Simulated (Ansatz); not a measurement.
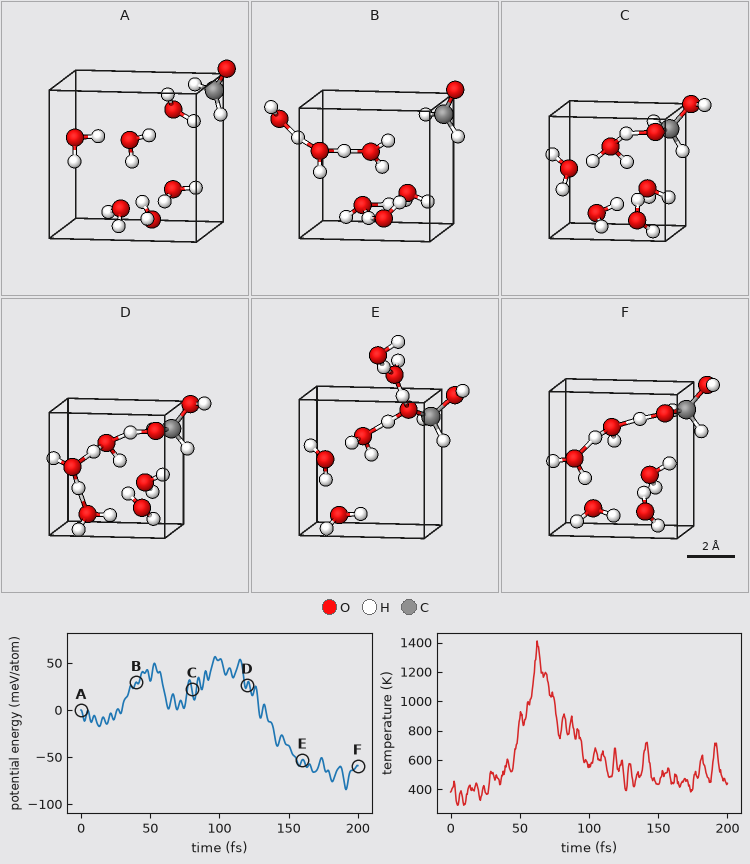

Molecular dynamics of a periodic cell with 6 H2O + 1 H2CO at 0.865 g/cm³, 200 fs long. It starts from the last geometry of an earlier run, with fresh velocities. Frames (A at 0 fs, B at 40 fs, C at 80 fs, D at 120 fs, E at 160 fs, F at 200 fs) and the history of the run. The picture is a ball-and-stick view of the simulation cell, seen slightly off an axis. Atoms that leave the cell re-enter on the other side.

Method: DFT LDA, scalar-relativistic, plane waves, PAW in Ansatz. Set-up: plane-wave cutoff 420 eV; k-point mesh 1 × 1 × 1; Fermi-Dirac smearing 0.02 eV; Langevin thermostat and barostat (NPT); set temperature 400 K; time step 0.5 fs; friction 0.02 per fs; target pressure 10 GPa.

Input
```yaml
crystal:
  lattice:
    - [6.423966, 0.0, 0.0]
    - [0.0, 6.423966, 0.0]
    - [0.0, 0.0, 6.423966]
  atoms:
    - { symbol: O, position: [0.44972522, 0.5113852, 0.60150428] }
    - { symbol: H, position: [0.45953502, 0.54445661, 0.45141111] }
    - { symbol: H, position: [0.58813355, 0.47390972, 0.64168789] }
    - { symbol: O, position: [0.76274988, 0.42056076, 0.82726895] }
    - { symbol: H, position: [0.74572238, 0.30385561, 0.94406126] }
    - { symbol: H, position: [0.90811066, 0.38319333, 0.75736494] }
    - { symbol: O, position: [0.11615157, 0.29947207, 0.63805809] }
    - { symbol: H, position: [0.26348379, 0.35760734, 0.6431214] }
    - { symbol: H, position: [0.12154219, 0.25159529, 0.48392082] }
    - { symbol: O, position: [0.40525452, 0.42124521, 0.1497319] }
    - { symbol: H, position: [0.4119584, 0.30569353, 0.04687276] }
    - { symbol: H, position: [0.2998685, 0.53623844, 0.10855967] }
    - { symbol: O, position: [0.70465033, 0.72843529, 0.2454785] }
    - { symbol: H, position: [0.86288597, 0.70765488, 0.26263127] }
    - { symbol: H, position: [0.67160949, 0.59887564, 0.18060449] }
    - { symbol: O, position: [0.67368759, 0.10738081, 0.12562447] }
    - { symbol: H, position: [0.5971606, 0.17509157, 0.23313428] }
    - { symbol: H, position: [0.67158838, -0.05183534, 0.15187307] }
    - { symbol: O, position: [0.08469418, 0.64240217, 1.08015887] }
    - { symbol: C, position: [-0.00804643, 0.69446912, 0.92503661] }
    - { symbol: H, position: [-0.15895159, 0.79649379, 0.94766298] }
    - { symbol: H, position: [0.04146014, 0.65171166, 0.76966987] }
basis:
  ecutwfc: 420.0
kpoints:
  mp_grid: { grid: [1, 1, 1] }
hamiltonian:
  xc: lda
scf:
  occupations: { method: fermi_dirac, width: 0.02 }
  lower_state_search: "off"
md:
  timestep: 0.5
  n_steps: 400
  ensemble: npt_langevin
  temperature: 400.0
  initial_velocities: maxwell_boltzmann
  seed: 23167
  friction: 0.02
  pressure: 10.0
  fix_cell: [angles]
```

Command:
```bash
ansatz run input.yaml --threads 1 --pin off --max-ram 3072MiB --backend cpu --events-out ev --progress --plain --runs-dir out
```

Q: What do the frames and curves show?

A: The mean temperature in the second half is 524 K (standard deviation 80 K). That is above the set 400 K, because the structure releases potential energy faster than the thermostat removes it. The potential energy is still drifting at the end, so the run hasn't reached equilibrium. The potential energy in the second half lies on average 24.7 meV per atom below the first frame. The mean pressure there is 9.2 GPa. The volume ends −47.0 % from the start. In the second half of the run the atoms are, in the root-mean-square, this far from where they began (common drift taken out): H 1.03 Å, O 0.77 Å, C 0.76 Å. The heavy atoms stay within a fraction of a molecule's size of their starting places; so short a run doesn't tell a liquid from a solid. Bond changes: 4 H–O bonds form between 36 fs and 52 fs; one C–O bond forms at about 64 fs; 5 H–O bonds break between 70 fs and 88 fs.

Limits of the set-up: the periodic images lie only 6.4 Å apart, so the values are limited by the cell's size.

The run took 3.3 min on 1 thread of Intel(R) Xeon(R) Platinum 8488C (Sapphire Rapids), with other jobs on the host, peak memory 0.38 GiB.
